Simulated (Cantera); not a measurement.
Feed: 1 mol SO2, a varied amount of O2, held at 352 °C and 0.0100 bar.

Cantera equilibrium calculation (NASA polynomials, part measured and part estimated; ideal gas, pure solids and liquids). Candidate condensed phases: S; 10 gas species. Rates play no part.

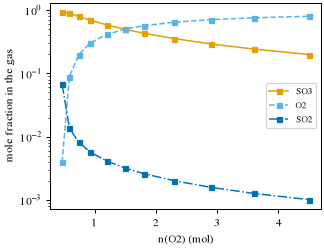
Fig. 1. Equilibrium gas composition (values under 1e-9 drawn at 1e-9)

### Question
Read off the mole fractions at 1.5 mol O2.

### Answer
O2 about 0.50, SO3 about 0.50, SO2 about 0.0032.
